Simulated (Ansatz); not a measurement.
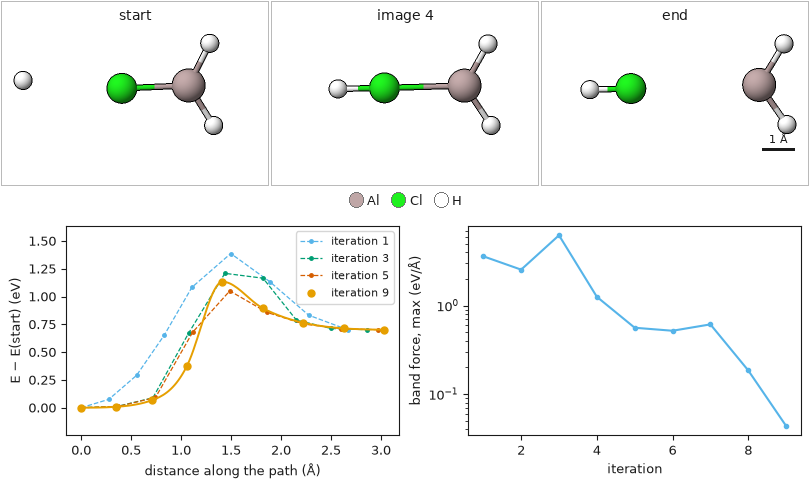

A search for the minimum-energy path of AlH₃Cl (multiplicity 2), made up at the start of AlH₂Cl and H by the nudged elastic band. Images are numbered from 0 (start) to 8 (end). The plot follows the band through its iterations. The picture is a ball-and-stick view, seen from a free direction.

All numbers below come from Ansatz 0.2.0, UKS CAM-B3LYP/def2-SVP.

The input:
```yaml
crystal:
  periodic: [false, false, false]
  atoms:
    - { symbol: Al, position_ang: [0.01274, 0.011049, -0.158887] }
    - { symbol: Cl, position_ang: [0.0751, 0.149942, 1.936845] }
    - { symbol: H, position_ang: [1.383043, -0.036022, -0.926681] }
    - { symbol: H, position_ang: [-1.400464, -0.035618, -0.84454] }
    - { symbol: H, position_ang: [-0.07042, -0.089352, 5.063263] }
magnetization:
  spin_polarized: true
  initial_magnetization: 1
basis:
  gaussian: { orbitals: def2-SVP }
hamiltonian:
  xc: cam_b3lyp
neb:
  order_check: false
  images: 7
  f_tol: 0.05
  max_iterations: 60
  final_atoms:
    - { symbol: Al, position_ang: [-0.00266239, -0.01083703, -0.52862809] }
    - { symbol: Cl, position_ang: [0.00445541, 0.01848363, 3.51126174] }
    - { symbol: H, position_ang: [1.36491304, -0.01598676, -1.35816597] }
    - { symbol: H, position_ang: [-1.37307792, -0.01598169, -1.35346299] }
    - { symbol: H, position_ang: [0.00637086, 0.02432085, 4.79899532] }
  initial_path:
    images:
      - { positions_ang: [[0.01274, 0.011049, -0.158887], [0.0751, 0.149942, 1.936845], [1.383043, -0.036022, -0.926681], [-1.400464, -0.035618, -0.84454], [-0.07042, -0.089352, 5.063263]] }
      - { positions_ang: [[0.00937263, 0.00763253, -0.11916434], [0.05658854, 0.11340222, 2.07263243], [1.37470955, -0.02819785, -0.89025199], [-1.38842053, -0.027847, -0.82816054], [-0.05225119, -0.0649909, 4.83494444]] }
      - { positions_ang: [[0.00600526, 0.00421606, -0.07944168], [0.03807708, 0.07686244, 2.20841987], [1.36637609, -0.02037371, -0.85382299], [-1.37637706, -0.020076, -0.81178108], [-0.03408238, -0.0406298, 4.60662587]] }
      - { positions_ang: [[0.00263789, 0.00079959, -0.03971902], [0.01956562, 0.04032267, 2.3442073], [1.35804264, -0.01254956, -0.81739398], [-1.36433358, -0.012305, -0.79540161], [-0.01591357, -0.01626869, 4.37830731]] }
      - { positions_ang: [[-0.00072948, -0.00261688, 3.64e-06], [0.00105416, 0.00378289, 2.47999474], [1.34970918, -0.00472542, -0.78096497], [-1.35229011, -0.004534, -0.77902215], [0.00225524, 0.00809241, 4.14998875]] }
      - { positions_ang: [[-0.00121271, -0.00467192, -0.13215429], [0.00190447, 0.00745807, 2.73781149], [1.35351015, -0.00754075, -0.92526522], [-1.35748706, -0.00739592, -0.92263236], [0.00328415, 0.01214952, 4.31224039]] }
      - { positions_ang: [[-0.00169594, -0.00672695, -0.26431223], [0.00275479, 0.01113326, 2.99562824], [1.35731111, -0.01035609, -1.06956547], [-1.36268401, -0.01025784, -1.06624257], [0.00431305, 0.01620663, 4.47449203]] }
      - { positions_ang: [[-0.00217916, -0.00878199, -0.39647016], [0.0036051, 0.01480844, 3.25344499], [1.36111208, -0.01317143, -1.21386572], [-1.36788097, -0.01311977, -1.20985278], [0.00534196, 0.02026374, 4.63674367]] }
      - { positions_ang: [[-0.00266239, -0.01083703, -0.52862809], [0.00445541, 0.01848363, 3.51126174], [1.36491304, -0.01598676, -1.35816597], [-1.37307792, -0.01598169, -1.35346299], [0.00637086, 0.02432085, 4.79899532]] }
```

Run as
```bash
ansatz run input.yaml --threads 1 --pin off --max-ram 2048MiB --backend cpu --events-out ev --progress --plain --runs-dir out
```

> How did the profile develop, and is the result final?

The run is converged, with reservations. The band converged in 9 iterations. The largest component of the band force went from 3.6 to 0.044 eV/Å. The climbing image converged on the top of the path. Its vibrational analysis gives 2 imaginary modes over 30i cm⁻¹, so it isn't confirmed as a transition state. The first iteration put the highest image at 1.39 eV. The energy climbs by 1.13 eV to image 4 and then falls by 0.43 eV, so the end point sits at +0.70 eV.

Limits of the set-up: the start holds two separate molecules, 3.1 Å apart at their closest, whose relative position is a soft coordinate and is computed without a dispersion correction.
